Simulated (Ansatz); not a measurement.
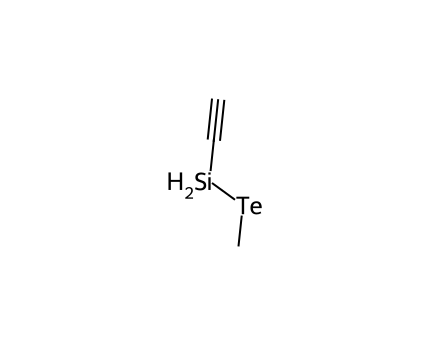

Structural formula above. Computed geometry: PBE0-D4/def2-TZVP optimisation. No frequency run is at hand to confirm it as a minimum.

Describe the 3D structure.

The molecule is C₃H₆SiTe. Its SMILES string is `C#C[SiH2][Te]C`. It has no ring. Among its groups: alkyne, Si–H bond. This geometry has C1 symmetry. Coordination: 2 C linear; 1 Si tetrahedral; 1 Te bent; 1 C tetrahedral.

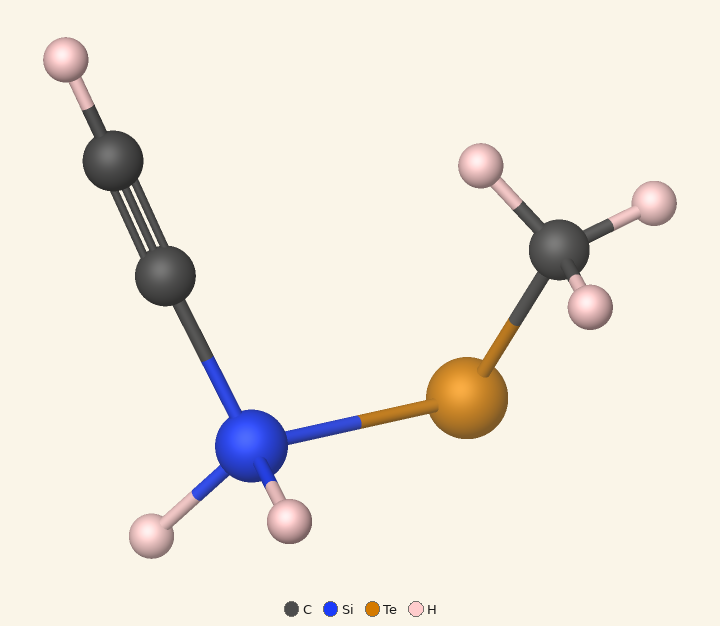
